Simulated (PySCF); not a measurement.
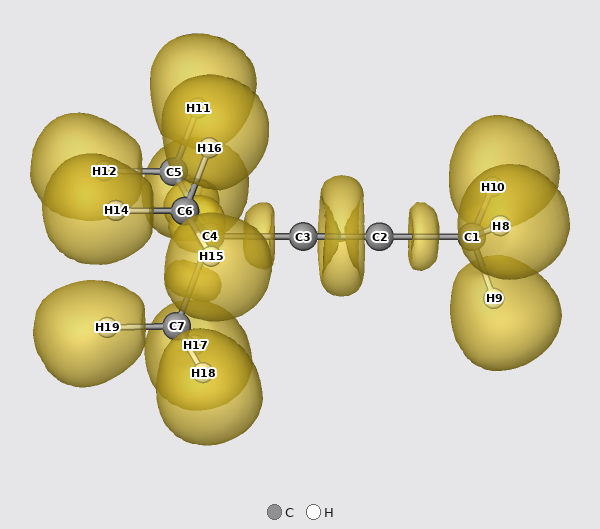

*C₇H₁₂. Isosurface of the ELF at 0.8 (yellow), seen across its widest extent. Core shells and regions of very low density are left out.*

Geometry: GFN2-xTB.

Computed with B3LYP/def2-SVPD, SCF density, gas phase in PySCF 2.14.0.

```xyz
19

C     3.2763   -0.5738    0.2803
C     1.8554   -0.3242    0.1592
C     0.6794   -0.1181    0.0580
C    -0.7526    0.1324   -0.0648
C    -1.0343    0.7567   -1.4370
C    -1.1880    1.0947    1.0468
C    -1.5050   -1.1971    0.0697
H     3.6620   -0.1049    1.1856
H     3.4638   -1.6463    0.3315
H     3.8028   -0.1638   -0.5816
H    -0.4947    1.6954   -1.5460
H    -2.0992    0.9519   -1.5488
H    -0.7174    0.0853   -2.2326
H    -2.2547    1.2964    0.9715
H    -0.9830    0.6642    2.0248
H    -0.6492    2.0367    0.9680
H    -1.1945   -1.8901   -0.7096
H    -1.3000   -1.6542    1.0356
H    -2.5771   -1.0319   -0.0179
```

### What do the ELF domains correspond to?

The ELF exceeds this value in six regions between bonded C–C atoms (shared pairs) and twelve regions around hydrogen nuclei. Profiles from the grid: C–C (1.20 Å): the ELF peaks at about 0.85 between the atoms: a short, multiple covalent bond. C–H (1.09 Å): the ELF climbs to about 1 towards the hydrogen, as it does in any bond to H; a covalent bond by its length.
